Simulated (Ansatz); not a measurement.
Base system: BaTiO3 (space group P4mm, No. 99; a = 3.9723 Å, c = 4.1128 Å). Axes: x, y, z lie along a, b, c of the conventional cell.

One thing is altered: biaxial strain −0.74 %, plane normal [001], relaxed out of plane (Cartesian); in-plane vectors clamped, the third vector and the atoms free.

The values are results of Ansatz (a program for electronic structure), r2SCAN, PAW, cutoff 500 eV, no spin-orbit coupling, not measurements.

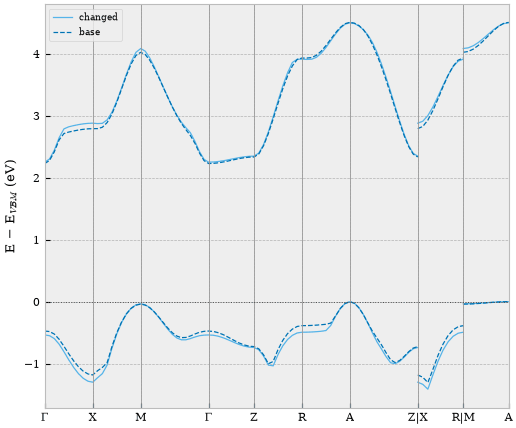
Highest valence and lowest conduction band along the path, each from its own valence-band maximum

The gap is 2.25 eV, indirect, A → Γ; the base has 2.23 eV.

No phonon test of stability was made. The final runs are not spin-polarised.
